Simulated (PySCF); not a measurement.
# C$_{4}$H$_{7}$B: one change and its effect

System: C$_{4}$H$_{7}$B.
Method of the first run: GIAO PBE0/6-31G* NMR shielding, non-relativistic, gas phase (PySCF 2.14.0).

The geometry comes from this level: PBE0-D3(BJ)/def2-SVP. Text and figures count atoms from 1; the logs count them from 0 in places.

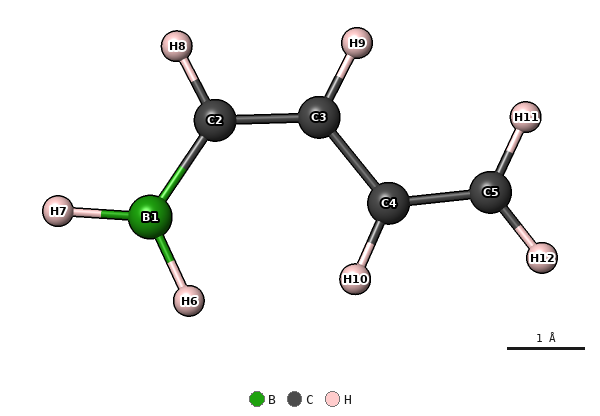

Fig. 1: The structure as given in the input (ball-and-stick view, seen on its broad side; atoms are numbered from 1 in the order of the input). Bond lengths as drawn: B–C 1.54 Å, B–H 1.21 Å, C–C 1.34 to 1.45 Å and C–H 1.09 to 1.10 Å.

### Input, the first run
```
{"job": {"kind": "nmr", "xc": "PBE0", "basis": "6-31G*", "pop": true}, "charge": 0, "multiplicity": 1}
B      1.905132    -0.955245     0.615933
C      1.248690     0.431982     0.671495
C      0.011564     0.743367     0.192806
C     -0.922019    -0.156009    -0.454076
C     -2.122520     0.249574    -0.897822
H      1.333479    -1.909869     0.140093
H      3.021559    -1.119550     1.052801
H      1.798738     1.264138     1.126702
H     -0.347749     1.777903     0.289933
H     -0.618814    -1.199550    -0.575696
H     -2.447220     1.289384    -0.787805
H     -2.817156    -0.440131    -1.383239
```

The first line tells a small driver script what to run in PySCF; the rest is the geometry in Å.

Launched with:
```bash
OMP_NUM_THREADS=1 python <driver script> task.json out
```

Hardware: 1 CPU thread, shared host.

### Output (the first run)
```
coarse grid: 9776 points
cycle   1  E = -181.1923867959  dE =  3.179e-01  |g| = 3.241e-01  |ddm| = 3.069e+00
cycle   2  E = -181.1864405534  dE =  5.946e-03  |g| = 3.598e-01  |ddm| = 7.217e-01
cycle   3  E = -181.2217545709  dE = -3.531e-02  |g| = 1.059e-01  |ddm| = 4.605e-01
cycle   4  E = -181.2248575074  dE = -3.103e-03  |g| = 2.193e-02  |ddm| = 1.177e-01
cycle   5  E = -181.2249978165  dE = -1.403e-04  |g| = 5.315e-03  |ddm| = 2.908e-02
cycle   6  E = -181.2250066433  dE = -8.827e-06  |g| = 1.934e-03  |ddm| = 6.735e-03
final grid: 93648 points
cycle   7  E = -181.1843281112  dE = -2.133e-05  |g| = 6.439e-03  |ddm| = 2.269e-02
cycle   8  E = -181.1843265263  dE =  1.585e-06  |g| = 7.078e-03  |ddm| = 1.290e-02
cycle   9  E = -181.1843396027  dE = -1.308e-05  |g| = 1.416e-03  |ddm| = 6.477e-03
cycle  10  E = -181.1843401550  dE = -5.524e-07  |g| = 1.949e-04  |ddm| = 1.459e-03
cycle  11  E = -181.1843401649  dE = -9.908e-09  |g| = 6.465e-05  |ddm| = 2.369e-04
cycle  12  E = -181.1843401659  dE = -9.062e-10  |g| = 2.697e-05  |ddm| = 7.859e-05
converged SCF energy = -181.1843401659

GIAO shielding tensors (ppm)
atom      isotropic    diamagn.    paramagn.     s11        s22        s33       span
  0 B       51.186     197.786    -146.600      4.445      8.365    140.749    136.303
  1 C       63.756     250.174    -186.418    -44.389     51.464    184.193    228.582
  2 C       38.705     254.810    -216.105    -62.439     30.815    147.739    210.178
  3 C       64.102     255.441    -191.339    -41.018     59.104    174.219    215.237
  4 C       68.678     258.119    -189.441    -28.299     67.958    166.376    194.675
  5 H       24.602      31.657      -7.055     19.321     26.639     27.847      8.526
  6 H       25.066      29.270      -4.203     20.884     26.693     27.622      6.738
  7 H       25.084      28.768      -3.684     22.203     24.545     28.504      6.300
  8 H       24.739      30.846      -6.108     21.788     23.752     28.676      6.888
  9 H       24.306      32.336      -8.030     22.249     22.562     28.107      5.858
 10 H       26.269      30.807      -4.538     23.666     25.900     29.241      5.576
 11 H       26.233      29.498      -3.265     24.183     25.730     28.784      4.601
```

For the second run the input was changed thus:
```diff
-"basis": "6-31G*"
+"basis": "6-311+G(2d,p)"
```

Predict how the results change.

The total energy of the second run is 33.4 kcal/mol lower, which measures the change of basis and not a stability. The HOMO goes from −7.01 to −7.27 eV. The LUMO goes from −2.05 to −2.39 eV. The dipole moment goes from 1.99 to 1.93 D. Of all shieldings, the largest change is that of C3, by −19.8 ppm. Diffuse functions give room to the loosely bound empty orbitals, which lowers the LUMO. The SCF takes 13 iterations against 12. The basis functions go from 84 to 177.

### Output (the second run)
```
coarse grid: 9776 points
cycle   1  E = -181.2131563116  dE =  3.159e-01  |g| = 3.208e-01  |ddm| = 3.071e+00
cycle   2  E = -181.2045336751  dE =  8.623e-03  |g| = 3.730e-01  |ddm| = 8.109e-01
cycle   3  E = -181.2420426591  dE = -3.751e-02  |g| = 1.011e-01  |ddm| = 4.449e-01
cycle   4  E = -181.2446337786  dE = -2.591e-03  |g| = 3.028e-02  |ddm| = 1.014e-01
cycle   5  E = -181.2448939466  dE = -2.602e-04  |g| = 5.061e-03  |ddm| = 3.548e-02
cycle   6  E = -181.2449020978  dE = -8.151e-06  |g| = 1.950e-03  |ddm| = 7.344e-03
final grid: 93648 points
cycle   7  E = -181.2375433968  dE = -4.363e-05  |g| = 6.373e-03  |ddm| = 1.233e-01
cycle   8  E = -181.2375404659  dE =  2.931e-06  |g| = 7.233e-03  |ddm| = 1.310e-02
cycle   9  E = -181.2375535945  dE = -1.313e-05  |g| = 1.394e-03  |ddm| = 6.409e-03
cycle  10  E = -181.2375541040  dE = -5.095e-07  |g| = 3.138e-04  |ddm| = 1.387e-03
cycle  11  E = -181.2375541298  dE = -2.576e-08  |g| = 8.514e-05  |ddm| = 3.573e-04
cycle  12  E = -181.2375541312  dE = -1.468e-09  |g| = 3.697e-05  |ddm| = 9.918e-05
cycle  13  E = -181.2375541316  dE = -3.599e-10  |g| = 1.014e-05  |ddm| = 4.258e-05
converged SCF energy = -181.2375541316

GIAO shielding tensors (ppm)
atom      isotropic    diamagn.    paramagn.     s11        s22        s33       span
  0 B       37.931     196.483    -158.552    -11.750     -8.977    134.518    146.269
  1 C       46.381     254.195    -207.815    -74.236     36.562    176.816    251.052
  2 C       18.916     252.883    -233.966    -91.502     10.916    137.336    228.838
  3 C       44.457     253.415    -208.958    -71.940     38.330    166.981    238.922
  4 C       53.351     259.254    -205.903    -53.988     54.087    159.955    213.943
  5 H       24.129      31.388      -7.260     18.525     26.229     27.632      9.107
  6 H       24.729      29.700      -4.971     20.179     26.872     27.136      6.957
  7 H       24.491      30.317      -5.825     20.976     24.211     28.287      7.310
  8 H       23.889      30.516      -6.627     20.043     23.233     28.389      8.346
  9 H       23.381      31.351      -7.970     20.650     21.847     27.646      6.996
 10 H       25.618      31.924      -6.307     22.802     25.466     28.586      5.784
 11 H       25.647      30.624      -4.977     23.425     25.124     28.392      4.967
```

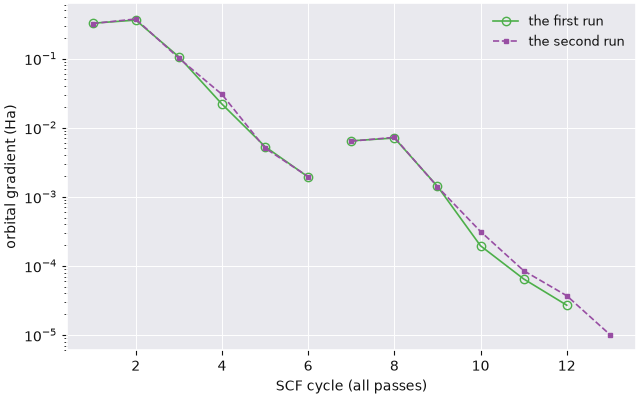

Fig. 2: Convergence of the two runs: orbital gradient against the SCF cycle. A break in a curve parts two SCF passes (coarse and final grid). The first run takes 12 cycles in all, and the second run takes 13.

### The two runs side by side

```tsv
quantity	the first run	the second run
outcome	converged	converged
total energy (hartree)	−181.184340	−181.237554
HOMO (eV)	−7.01	−7.27
LUMO (eV)	−2.05	−2.39
dipole moment (D)	1.99	1.93
shielding of B1 (ppm)	51.2	37.9
shielding of C2 (ppm)	63.8	46.4
shielding of C3 (ppm)	38.7	18.9
shielding of C4 (ppm)	64.1	44.5
shielding of C5 (ppm)	68.7	53.4
shielding of H9 (ppm)	24.7	23.9
shielding of H10 (ppm)	24.3	23.4
SCF iterations	12	13
basis functions	84	177
wall time (shared host)	5.6 s	15 s
```
